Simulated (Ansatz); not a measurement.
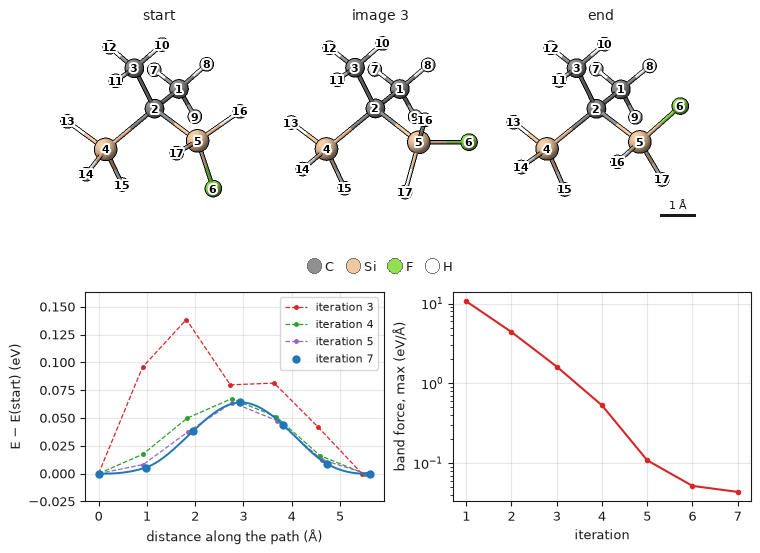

A search for the minimum-energy path of C$_{3}$H$_{11}$FSi$_{2}$ by the nudged elastic band. Images are numbered from 0 (start) to 6 (end). The plot follows the band through its iterations. The picture is a ball-and-stick view, seen at a tilt.

The calculation used RKS r2SCAN/6-31G* (Ansatz). Run with 5 movable images; climbing image; force threshold 0.05 eV/Å; iteration limit 40; starting path through a guess of the saddle point.

Question: Did the band converge, and can the barrier be trusted?

Answer: The result is final at these settings. The band converged in 7 iterations. The largest component of the band force went from 11 to 0.044 eV/Å. The climbing image converged on the top of the path. Its vibrational analysis gives one imaginary mode (59i cm⁻¹), as a transition state must have. The first iteration put the highest image at 2.653 eV. The barrier is about 0.064 eV in both directions, with image 3 at the top; the ends have the same energy.

Cost: 5.2 min on 2 threads of Arm Neoverse V1 (shared host), peak memory 0.21 GiB.
